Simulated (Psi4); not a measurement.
# triplet BH3Cl− at 3 levels

Wanted: a comparison of 3 runs (U-wB97X-V/cc-pVTZ, UDSD-PBEP86/cc-pVTZ, UTPSSh/cc-pVTZ) of triplet BH3Cl−. Input form: a Python script.

Program for the calculation: Psi4 1.11.

1 further run of the same task is left out (set aside as unsound or not needed).

### 1 The molecule

BH3Cl−: 5 atoms, total charge -1, spin state triplet. As SMILES of the parent species, `[H][B-]([H])([H])Cl`. The shape is that of a GFN2-xTB optimisation. That shape belongs to the parent species and isn't relaxed for this state.

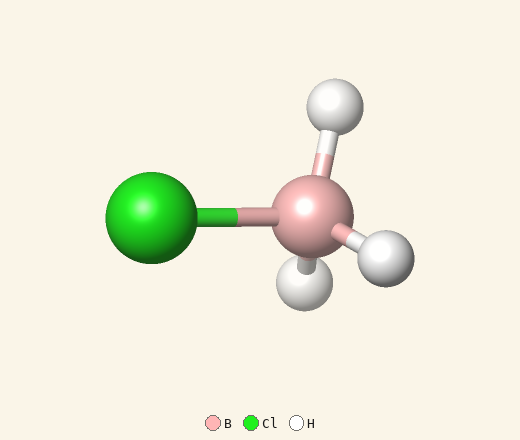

The structure, seen from a chosen angle (boron pink, chlorine green, hydrogen white).

### 2 The energy at U-wB97X-V/cc-pVTZ (run 1)

bclh3.xyz

```xyz
5
BClH3
B     -0.001280     0.001630    -0.167010
Cl     0.013600    -0.021140     1.707330
H      1.152300     0.011380    -0.522240
H     -0.586640     1.005700    -0.497000
H     -0.577980    -0.997580    -0.521080
```

bclh3.py

```python
import psi4

psi4.set_memory('1600 MB')
psi4.set_num_threads(1)
psi4.set_output_file('psi4.out', False)

with open('bclh3.xyz') as f:
    atoms = ''.join(f.readlines()[2:])
mol = psi4.geometry('-1 3\n' + atoms + 'symmetry c1')

options = {'basis': 'cc-pVTZ', 'reference': 'uks', 'puream': True, 'e_convergence': 1e-09, 'd_convergence': 1e-08, 'scf_type': 'pk', 'dft_radial_points': 99, 'dft_spherical_points': 590, 'maxiter': 200}
psi4.set_options(options)

e = psi4.energy("WB97X-V")
print(f'total energy {e:.8f} hartree = {e * 27.211386:.5f} eV')
for k, v in sorted(psi4.core.scalar_variables().items()):
    print(f'{k:45s} {v:18.10f}')
```

Run with:

```console
python bclh3.py
```

psi4.out:

```text
[...]
  Running in c1 symmetry.
[...]
  Nuclear repulsion =   42.139721438069571
[...]
  Multiplicity = 3
[...]
  Nalpha       = 14
  Nbeta        = 12
[...]
    Number of basis functions: 106
[...]
   @UKS iter   1:  -486.42819250072876   -1.58182e-01   4.52284e-03 DIIS/ADIIS
[...]
   @UKS iter  35:  -486.59462125504717   -4.52474e-11   2.41120e-09 DIIS
[...]
   @S^2 Observed:                2.006677567E+00
[...]
  @UKS Final Energy:  -486.59462125504717
   => Energetics <=
    Nuclear Repulsion Energy =             42.1397214380695715
    One-Electron Energy =                -758.7348919111975647
    Two-Electron Energy =                 254.6324338090368542
    DFT Exchange-Correlation Energy =     -24.7372129499345732
    Empirical Dispersion Energy =           0.0000000000000000
    VV10 Nonlocal Energy =                  0.1053283589785017
    Total Energy =                       -486.5946212550471728
[...]
 Multipole Moments:
 ------------------------------------------------------------------------------------
     Multipole            Electronic (a.u.)      Nuclear  (a.u.)        Total (a.u.)
 ------------------------------------------------------------------------------------
 L = 1.  Multiply by 2.5417464519 to convert [e a0] to [Debye]
 Dipole X            :         -0.0423889           -0.0314237           -0.0738126
 Dipole Y            :          0.0985730            0.0495856            0.1481587
 Dipole Z            :          5.8543402           -3.9317361            1.9226041
 Magnitude           :                                                    1.9297165
[...]
```

Standard output:

```text
Memory set to   1.490 GiB by Python driver.
  Threads set to 1 by Python driver.
total energy -486.59462126 hartree = -13240.91406 eV
CURRENT ENERGY                                   -486.5946212550
CURRENT REFERENCE ENERGY                         -486.5946212550
DD SOLVATION ENERGY                                 0.0000000000
DFT FUNCTIONAL TOTAL ENERGY                      -486.5946212550
DFT TOTAL ENERGY                                 -486.5946212550
DFT VV10 ENERGY                                     0.1053283590
DFT XC ENERGY                                     -24.7372129499
GRID ELECTRONS ALPHA                               14.0000000041
GRID ELECTRONS BETA                                11.9999999795
GRID ELECTRONS TOTAL                               25.9999999836
NUCLEAR REPULSION ENERGY                           42.1397214381
ONE-ELECTRON ENERGY                              -758.7348919112
PCM POLARIZATION ENERGY                             0.0000000000
PE ENERGY                                           0.0000000000
SCF ITERATION ENERGY                             -486.5946212550
SCF ITERATIONS                                     35.0000000000
SCF TOTAL ENERGY                                 -486.5946212550
TWO-ELECTRON ENERGY                               254.6324338090
XC GRID RADIAL POINTS                              99.0000000000
XC GRID SPHERICAL POINTS                          590.0000000000
XC GRID TOTAL POINTS                           278599.0000000000
```

Wall time 2.7 min (1 thread of Intel Xeon 6975P-C (Granite Rapids), shared host); peak memory 0.94 GiB.

### 3 A single-point energy at UDSD-PBEP86/cc-pVTZ (run 2)

run.py

```python
import psi4

psi4.set_memory('1600 MB')
psi4.set_num_threads(1)
psi4.set_output_file('bclh3.out', False)

m = psi4.geometry("""
-1 3
B
Cl 1 1.874537
H 1 1.207075 2 106.66473
H 1 1.208179 3 112.08203 2 116.40969
H 1 1.206801 3 112.15052 4 127.13969
units angstrom
symmetry c1
no_reorient
no_com
""")

options = {'basis': 'cc-pVTZ', 'reference': 'uks', 'puream': True, 'e_convergence': 1e-09, 'd_convergence': 1e-08, 'scf_type': 'pk', 'dft_radial_points': 99, 'dft_spherical_points': 590, 'num_frozen_docc': 6, 'maxiter': 200}
psi4.set_options(options)

E = psi4.energy("dsd-pbep86", molecule=m)
print(f'dsd-pbep86 energy: {E:.10f} Eh')
for k, v in sorted(psi4.core.scalar_variables().items()):
    print(f'{k:45s} {v:18.10f}')
```

Run with:

```console
python run.py
```

bclh3.out:

```text
[...]
  Running in c1 symmetry.
[...]
  Nuclear repulsion =   42.139727934941362
[...]
  Multiplicity = 3
[...]
  Nalpha       = 14
  Nbeta        = 12
[...]
    Number of basis functions: 106
[...]
   @UKS iter   1:  -485.95953930702160   -1.51312e-01   4.20795e-03 ADIIS/DIIS
[...]
   @UKS iter  42:  -486.11135556334688   -1.25624e-11   3.89506e-09 DIIS
[...]
   @S^2 Observed:                2.013900371E+00
[...]
  @UKS Final Energy:  -486.11135556334688
   => Energetics <=
    Nuclear Repulsion Energy =             42.1397279349413623
    One-Electron Energy =                -758.2955777620886693
    Two-Electron Energy =                 239.5648461407151899
    DFT Exchange-Correlation Energy =      -9.5203518769147539
    Empirical Dispersion Energy =           0.0000000000000000
    VV10 Nonlocal Energy =                  0.0000000000000000
    Total Energy =                       -486.1113555633468764
[...]
 Multipole Moments:
 ------------------------------------------------------------------------------------
     Multipole            Electronic (a.u.)      Nuclear  (a.u.)        Total (a.u.)
 ------------------------------------------------------------------------------------
 L = 1.  Multiply by 2.5417464519 to convert [e a0] to [Debye]
 Dipole X            :         -0.1493529           -0.0018228           -0.1511757
 Dipole Y            :         -0.0749421           -0.0002018           -0.0751439
 Dipole Z            :          6.1429607           -3.9321733            2.2107874
 Magnitude           :                                                    2.2172239
[...]
```

Standard output:

```text
Memory set to   1.490 GiB by Python driver.
  Threads set to 1 by Python driver.
dsd-pbep86 energy: -486.2971910456 Eh
CURRENT ENERGY                                   -486.2971910456
CURRENT REFERENCE ENERGY                         -486.1113555633
DD SOLVATION ENERGY                                 0.0000000000
DFT FUNCTIONAL TOTAL ENERGY                      -486.1113555633
DFT TOTAL ENERGY                                 -486.2971910456
DFT VV10 ENERGY                                     0.0000000000
DFT XC ENERGY                                      -9.5203518769
DOUBLE-HYBRID CORRECTION ENERGY                    -0.1858354822
DSD-PBEP86 DOUBLE-HYBRID CORRECTION ENERGY         -0.1858354822
DSD-PBEP86 TOTAL ENERGY                          -486.2971910456
GRID ELECTRONS ALPHA                               14.0000000318
GRID ELECTRONS BETA                                11.9999999743
GRID ELECTRONS TOTAL                               26.0000000061
NUCLEAR REPULSION ENERGY                           42.1397279349
ONE-ELECTRON ENERGY                              -758.2955777621
PCM POLARIZATION ENERGY                             0.0000000000
PE ENERGY                                           0.0000000000
SCF ITERATION ENERGY                             -486.1113555633
SCF ITERATIONS                                     42.0000000000
SCF TOTAL ENERGY                                 -486.1113555633
TWO-ELECTRON ENERGY                               239.5648461407
XC GRID RADIAL POINTS                              99.0000000000
XC GRID SPHERICAL POINTS                          590.0000000000
XC GRID TOTAL POINTS                           278599.0000000000
```

It took 56 s on 1 thread of Intel Xeon 6975P-C (Granite Rapids), shared host; peak memory 0.83 GiB.

### 4 The energy at UTPSSh/cc-pVTZ (run 3)

job.py

```python
import psi4

psi4.set_memory('1600 MB')
psi4.set_num_threads(1)
psi4.set_output_file('bclh3.out', False)

m = psi4.geometry("""
-1 3
B     -0.00241885     0.00308025    -0.31560316
Cl     0.02570028    -0.03994881     3.22638610
H      2.17753141     0.02150508    -0.98689057
H     -1.10858893     1.90049756    -0.93919388
H     -1.09222391    -1.88515299    -0.98469849
units au
symmetry c1
""")

options = {'reference': 'uks', 'puream': True, 'e_convergence': 1e-09, 'd_convergence': 1e-08, 'scf_type': 'pk', 'dft_radial_points': 99, 'dft_spherical_points': 590, 'maxiter': 200}
psi4.set_options(options)

E, wfn = psi4.energy("tpssh/cc-pVTZ", molecule=m, return_wfn=True)
psi4.oeprop(wfn, "WIBERG_LOWDIN_INDICES", "MULLIKEN_CHARGES", "LOWDIN_CHARGES", title="TPSSH")
print('E =', round(E, 9))
```

Run with:

```console
python job.py
```

bclh3.out:

```text
[...]
  Running in c1 symmetry.
[...]
  Nuclear repulsion =   42.139721504774762
[...]
  Multiplicity = 3
[...]
  Nalpha       = 14
  Nbeta        = 12
[...]
    Number of basis functions: 106
[...]
   @UKS iter   1:  -486.29944977029970    1.84865e-01   7.14302e-03 ADIIS/DIIS
[...]
   @UKS iter  23:  -486.71864473654250   -1.08969e-10   8.74266e-09 DIIS
[...]
   @S^2 Observed:                2.004220636E+00
[...]
  @UKS Final Energy:  -486.71864473654250
   => Energetics <=
    Nuclear Repulsion Energy =             42.1397215047747622
    One-Electron Energy =                -758.7889511832369180
    Two-Electron Energy =                 260.2420024869893496
    DFT Exchange-Correlation Energy =     -30.3114175450697090
    Empirical Dispersion Energy =           0.0000000000000000
    VV10 Nonlocal Energy =                  0.0000000000000000
    Total Energy =                       -486.7186447365425011
[...]
 Multipole Moments:
 ------------------------------------------------------------------------------------
     Multipole            Electronic (a.u.)      Nuclear  (a.u.)        Total (a.u.)
 ------------------------------------------------------------------------------------
 L = 1.  Multiply by 2.5417464519 to convert [e a0] to [Debye]
 Dipole X            :         -0.0415054           -0.0314238           -0.0729292
 Dipole Y            :          0.0881331            0.0495856            0.1377188
 Dipole Z            :          5.8391104           -3.9317361            1.9073743
 Magnitude           :                                                    1.9137298
[...]
```

Standard output:

```text
Memory set to   1.490 GiB by Python driver.
  Threads set to 1 by Python driver.
E = -486.718644737
```

It took 91 s on 1 thread of Intel Xeon 6975P-C (Granite Rapids), shared host; peak memory 0.84 GiB.

### 5 All runs side by side

| run | level | frozen core orbitals | energy (Eh) | HOMO energy (eV) | ⟨S²⟩ | wall time |
| --- | --- | --- | --- | --- | --- | --- |
| 1 | U-wB97X-V/cc-pVTZ | 0 | -486.594621 | 3.34 | 2.007 | 2.7 min |
| 2 | UDSD-PBEP86/cc-pVTZ | 6 | -486.297191 | 4.03 | 2.014 | 56 s |
| 3 | UTPSSh/cc-pVTZ | 0 | -486.718645 | 5.16 | 2.004 | 91 s |

### 6 Outcome

```
                                 quantity          value
                      run 3: total energy  -486.71864 Eh
run 3: HOMO energy (highest over α and β)        5.16 eV
                              run 3: ⟨S²⟩          2.004
```

**Reading.** Totals of different functionals can't be ranked against each other. In runs 1, 2, 3 the HOMO lies above zero, so the outermost electron may be held by the basis alone. All runs together took 5.2 min, the longest 2.7 min.
